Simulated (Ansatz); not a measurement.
# MgSe3: one candidate of a structure search

Where does this trial cell of MgSe3 go when cell and atoms are let free?

Program: Ansatz 0.2.0. Level of theory: DFT PBE, scalar-relativistic, plane waves, PAW. These are calculated values, not measurements.

1 further run of the same task is left out (it didn't finish).

**1. The structure to begin with**

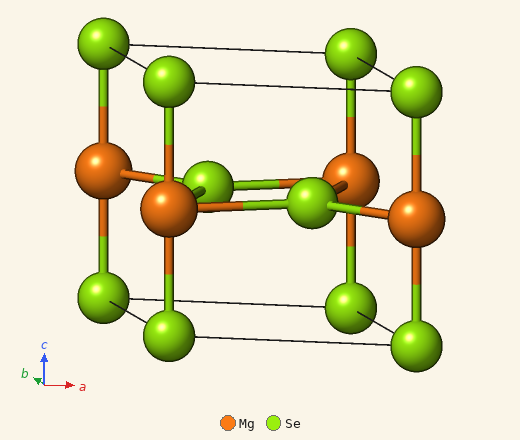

Start, viewed slightly off an axis; magnesium orange, selenium green. Atoms on the faces are drawn again on the opposite ones.

As a file:

```
CELL_PARAMETERS angstrom
5.20051 0.00000 0.00000
-2.60025 4.50377 0.00000
0.00000 0.00000 5.21482
ATOMIC_POSITIONS crystal
Mg 0.00000 0.00000 0.50000
Se 0.33333 0.66667 0.50000
Se 0.66667 0.33333 0.50000
Se 0.00000 0.00000 0.00000
```

Recipe of the guess: random cell by space group and Wyckoff sites (P6/mmm, No. 191). The dimensions are guesses.

**2. The guess as it stands, on a coarse mesh**

The input, input.yaml:

```yaml
crystal:
  lattice:
    - [5.20050974, 0.0, 0.0]
    - [-2.60025487, 4.50377355, 0.0]
    - [0.0, 0.0, 5.21481526]
  atoms:
    - { symbol: Mg, position: [0.0, 0.0, 0.5] }
    - { symbol: Se, position: [0.33333333, 0.66666667, 0.5] }
    - { symbol: Se, position: [0.66666667, 0.33333333, 0.5] }
    - { symbol: Se, position: [0.0, 0.0, 0.0] }
basis:
  ecutwfc: 420
kpoints:
  mp_grid: { grid: [6, 6, 4] }
hamiltonian:
  xc: pbe
scf:
  occupations: { method: gaussian, width: 0.1 }
  lower_state_search: "off"
output:
  forces: true
  stress: true
  eigenvalues: true
```

Run with:

```
ansatz run input.yaml --threads 1 --pin off --max-ram 2560MiB --backend cpu --events-out ev --progress --plain --runs-dir out
```

Standard output (excerpt; [...] marks lines left out):

```text
Warning: RAYON_NUM_THREADS=1 ignored (pool sized by the plan → 1); use --threads N
[...]
Pseudopotentials: kind: paw
Pseudopotential: Mg, paw, valence charge 10, recommended cutoff 420 eV (normal), Mg.paw.azcp
Pseudopotential: Se, paw, valence charge 16, recommended cutoff 420 eV (normal), Se.paw.azcp
Functional definition: PBE
[...]
Crystal: 4 atoms, lattice volume = 122.141 Å³
Basis set: ecut = 420 eV, 2399 PW (Γ), exchange–correlation on 72×72×72 points (8 copies of the dense FFT grid, shifted against one another)
Bands: 35, of which v1, the nominal top of the filled ones, is band 29 counted from 1 (28 counted from 0)
Symmetry: 24 space group operations
Space group: P6/mmm (ITA 191), of the structure as read, at distance tolerance 5.0e-5 Å
k-points: 21 of 144
[...]
SCF iter   1: F=—  HF=-18330.405932 eV  |F-HF|=—  |Δ(HF+E_count)|=         —  Δρ=6.51e-3  dr2=1.42e-1  ethr=1.77e-3  ⟨swp⟩=7.7  Hψ=2874  notcnv=0
[...]
SCF iter   7: F=-18330.388637 eV  HF=-18330.388637 eV  |F-HF|=3.01e-8  |Δ(HF+E_count)|=   1.41e-7  Δρ=5.57e-6  dr2=4.42e-8  ethr=1.72e-10  ⟨swp⟩=6.3  Hψ=3394  notcnv=0
[...]
SCF converged after 7 iterations
Free energy (F): -18330.388637 eV
[...]
E sigma→0 (E₀):  -18330.369731 eV
Entropy (-TS):   -0.037812 eV (-9.453 meV/atom)
Fermi energy:    4.018373 eV
[...]
--- Forces (eV/Å), atoms counted from 1 ---
  atom   1  Mg     0.00000000    -0.00000000     0.00000000
  atom   2  Se    -0.00000000     0.00000000     0.00000000
  atom   3  Se    -0.00000000    -0.00000000     0.00000000
  atom   4  Se     0.00000000     0.00000000     0.00000000
[...]
--- Stress (GPa, compression-positive) ---
       -4.007253       0.000000       0.000000
        0.000000      -4.007253       0.000000
        0.000000       0.000000      -3.402037
  P = ⅓ Tr σ = -3.8055 GPa (-38.055 kbar)
--- Band table (eV; the first three rows and the last of 21) ---
[...]
```

It took 4.6 s on 1 thread of Intel Xeon at 2.70GHz, shared host; peak memory 0.41 GiB.

From the probe: pressure -3.8 GPa, largest force 0.00 eV/Å, gap on this mesh none (metal). A guess like this is first relaxed loosely on the coarse mesh.

**3. Rough relaxation on the coarse mesh**

Changes to input.yaml since step 2:

```diff
@@ -23 +23,6 @@
   eigenvalues: true
+relax:
+  adjacent_minimum: "off"
+  f_tol: 0.04
+  max_steps: 70
+  cell: { stress_tol: 0.4 }
```

Run with:

```
ansatz run input.yaml --threads 1 --pin off --max-ram 2560MiB --backend cpu --events-out ev --progress --plain --runs-dir out
```

Standard output (excerpt; [...] marks lines left out):

```text
Warning: RAYON_NUM_THREADS=1 ignored (pool sized by the plan → 1); use --threads N
[...]
Pseudopotentials: kind: paw
Pseudopotential: Mg, paw, valence charge 10, recommended cutoff 420 eV (normal), Mg.paw.azcp
Pseudopotential: Se, paw, valence charge 16, recommended cutoff 420 eV (normal), Se.paw.azcp
Functional definition: PBE
[...]
Crystal: 4 atoms, lattice volume = 122.141 Å³
Basis set: ecut = 420 eV, 2399 PW (Γ), exchange–correlation on 72×72×72 points (8 copies of the dense FFT grid, shifted against one another)
Bands: 35, of which v1, the nominal top of the filled ones, is band 29 counted from 1 (28 counted from 0)
Symmetry: 24 space group operations
Space group: P6/mmm (ITA 191), of the structure as read, at distance tolerance 5.0e-5 Å
k-points: 21 of 144
[...]
SCF iter   1: F=—  HF=-18330.405933 eV  |F-HF|=—  |Δ(HF+E_count)|=         —  Δρ=6.51e-3  dr2=1.42e-1  ethr=1.77e-3  ⟨swp⟩=7.7  Hψ=2874  notcnv=0
[...]
  atom   4  Se     0.00000000    -0.00000000     0.00000000
[...]
--- Stress (GPa, compression-positive) ---
       -0.319148       0.000000       0.000000
        0.000000      -0.319148      -0.000000
        0.000000      -0.000000      -0.354525
  P = ⅓ Tr σ = -0.3309 GPa (-3.309 kbar)
--- Band table (eV; the first three rows and the last of 21) ---
[...]
--- Relaxed structure (2 steps of the walk, 2 accepted, 1 SCFs on fresh bases) ---
  F+E_penalty+E_count = -18330.58507625 eV   max|allowed force component| = 4.626e-18 eV/Å   (the final SCF, on the basis selected at the relaxed cell)
  cell:  # Å, volume = 108.3511 Å³
    - [4.987323367034206, 0.0, 0.0]
    - [-2.493661683517103, 4.319148732739364, 0.0]
    - [0.0, 0.0, 5.029993895641793]
  atoms:
    - { symbol: Mg, position: [1.0234051307304119e-36, 1.9955872506807343e-34, 0.5] }
    - { symbol: Se, position: [0.33333333333333337, 0.6666666666666667, 0.5] }
    - { symbol: Se, position: [0.6666666666666667, 0.33333333333333337, 0.5] }
    - { symbol: Se, position: [-1.7002693064190396e-34, -1.425419464771953e-34, 0.0] }
```

Run time: 14 s. Hardware: 1 thread of Intel Xeon at 2.70GHz, shared host; peak memory 0.43 GiB.

Relaxation path:

| step | E - E(step 1) (eV/cell) | largest force component (eV/Å) | pressure (GPa) | volume (Å³) |
| --- | --- | --- | --- | --- |
| 1 | 0.0000 | 0.0000 | -3.81 | 122.14 |
| 2 | -0.1970 | 0.0000 | -0.33 | 108.35 |
| 3 | -0.1964 | 0.0000 | -0.33 | 108.35 |

Step 1 is the start. Step 3 repeats the geometry before it on a plane-wave basis chosen anew for that cell, so its energy need not be comparable with the rows above.

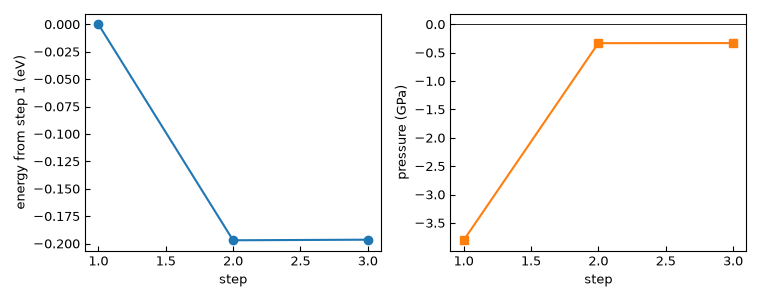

Energy and pressure along the relaxation.

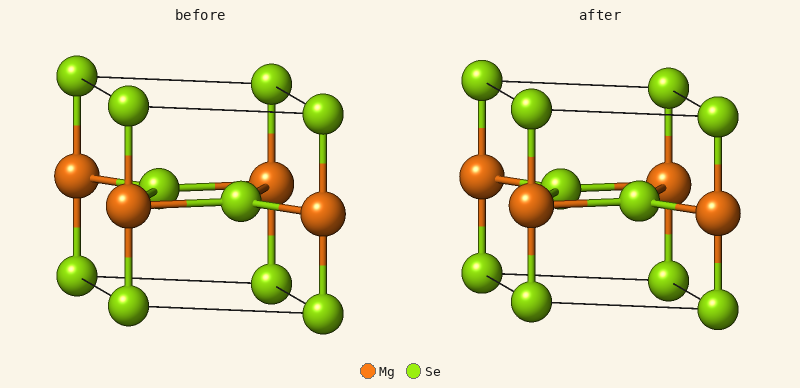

Before and after, at one scale.

|  | before | after | change |
| --- | --- | --- | --- |
| a (Å) | 5.201 | 4.987 | -4.1 % |
| b (Å) | 5.201 | 4.987 | -4.1 % |
| c (Å) | 5.215 | 5.030 | -3.5 % |
| volume (Å³/atom) | 30.54 | 27.09 | -11.3 % |
| shortest distance (Å) | 2.607 | 2.515 | -3.5 % |
| space group (0.01 Å) | P6/mmm | P6/mmm | same |

Forces and stress were held to the start's 24 operations: a distortion of lower symmetry was not tested.

**4. Final relaxation**

The end of the coarse run is made exact in the group found at a tolerance of 0.06 Å and reduced to its primitive cell.

The input, input.yaml:

```yaml
crystal:
  lattice:
    - [4.987323367, 0.0, 0.0]
    - [-2.4936616835, 4.3191487327, 0.0]
    - [0.0, 0.0, 5.0299938956]
  atoms:
    - { symbol: Mg, position: [0.0, 0.0, 0.5] }
    - { symbol: Se, position: [0.3333333333, 0.6666666667, 0.5] }
    - { symbol: Se, position: [0.6666666667, 0.3333333333, 0.5] }
    - { symbol: Se, position: [0.0, 0.0, 0.0] }
basis:
  ecutwfc: 420
kpoints:
  mp_grid: { grid: [12, 12, 10] }
hamiltonian:
  xc: pbe
scf:
  occupations: { method: gaussian, width: 0.1 }
output:
  forces: true
  stress: true
  eigenvalues: true
relax:
  adjacent_minimum: "off"
  f_tol: 0.01
  max_steps: 80
  cell: { stress_tol: 0.05 }
```

Run with:

```
ansatz run input.yaml --threads 1 --pin off --max-ram 2560MiB --backend cpu --events-out ev --progress --plain --runs-dir out
```

Standard output (excerpt; [...] marks lines left out):

```text
Warning: RAYON_NUM_THREADS=1 ignored (pool sized by the plan → 1); use --threads N
[...]
Pseudopotentials: kind: paw
Pseudopotential: Mg, paw, valence charge 10, recommended cutoff 420 eV (normal), Mg.paw.azcp
Pseudopotential: Se, paw, valence charge 16, recommended cutoff 420 eV (normal), Se.paw.azcp
Functional definition: PBE
[...]
Crystal: 4 atoms, lattice volume = 108.351 Å³
Basis set: ecut = 420 eV, 2147 PW (Γ), exchange–correlation on 72×72×72 points (8 copies of the dense FFT grid, shifted against one another)
Bands: 35, of which v1, the nominal top of the filled ones, is band 29 counted from 1 (28 counted from 0)
Symmetry: 24 space group operations
Space group: P6/mmm (ITA 191), of the structure as read, at distance tolerance 4.8e-5 Å
k-points: 114 of 1440
[...]
SCF iter   1: F=—  HF=-18330.590040 eV  |F-HF|=—  |Δ(HF+E_count)|=         —  Δρ=4.19e-3  dr2=4.82e-2  ethr=1.77e-3  ⟨swp⟩=7.7  Hψ=15695  notcnv=0
[...]
  atom   4  Se     0.00000000     0.00000000     0.00000000
[...]
--- Stress (GPa, compression-positive) ---
        0.042217       0.000000       0.000000
        0.000000       0.042217       0.000000
        0.000000       0.000000       0.011001
  P = ⅓ Tr σ = 0.0318 GPa (0.318 kbar)
--- Band table (eV; the first three rows and the last of 114) ---
[...]
--- Relaxed structure (2 steps of the walk, 2 accepted, 1 SCFs on fresh bases) ---
  F+E_penalty+E_count = -18330.58449934 eV   max|allowed force component| = 2.024e-18 eV/Å   (the final SCF, on the basis selected at the relaxed cell)
  cell:  # Å, volume = 107.3277 Å³
    - [4.96701760282829, 0.0, 0.0]
    - [-2.483508801414145, 4.301563425093784, 0.0]
    - [0.0, 0.0, 5.023305827745664]
  atoms:
    - { symbol: Mg, position: [3.3195553950186504e-39, 2.903027236322736e-38, 0.5] }
    - { symbol: Se, position: [0.3333333333333333, 0.6666666666666667, 0.5] }
    - { symbol: Se, position: [0.6666666666666666, 0.3333333333333333, 0.5] }
    - { symbol: Se, position: [-9.958666185055953e-39, -8.709081708968207e-38, 0.0] }
```

It took 65 s on 1 thread of Intel Xeon at 2.70GHz, shared host; peak memory 0.61 GiB.

Relaxation path:

```csv
step,E - E(step 1) (eV/cell),largest force component (eV/Å),pressure (GPa),volume (Å³)
1,0.0000,0.0000,-0.34,108.35
2,-0.0012,0.0000,0.03,107.33
3,-0.0011,0.0000,0.03,107.33
```

Step 1 is the start. Step 3 repeats the geometry before it on a plane-wave basis chosen anew for that cell, so its energy need not be comparable with the rows above.

|  | before | after | change |
| --- | --- | --- | --- |
| a (Å) | 4.987 | 4.967 | -0.4 % |
| b (Å) | 4.987 | 4.967 | -0.4 % |
| c (Å) | 5.030 | 5.023 | -0.1 % |
| volume (Å³/atom) | 27.09 | 26.83 | -0.9 % |
| shortest distance (Å) | 2.515 | 2.512 | -0.1 % |
| space group (0.01 Å) | P6/mmm | P6/mmm | same |

Forces and stress were held to the start's 24 operations: a distortion of lower symmetry was not tested.

**5. What came out**

| quantity | value |
| --- | --- |
| symmetry at the end (tolerance 0.05 Å) | space group P6/mmm (No. 191) |
| conventional cell | a = 4.967 Å, b = 4.967 Å, c = 5.023 Å, α = 90.00°, β = 90.00°, γ = 120.00° |
| volume | 26.83 Å³/atom |
| energy over the elements | +0.12 eV/atom |
| gap on the mesh | none (metal) |

What this shows: The space group P6/mmm (No. 191) is kept, and the volume per atom shrinks by 12.1 % from the first guess. The formation energy is positive, so the separate elements lie lower. No finished test with a distortion of lower symmetry is shown, so the end may be a saddle point. The final runs have no spin polarisation, so no magnetic state was tried and one may lie lower.
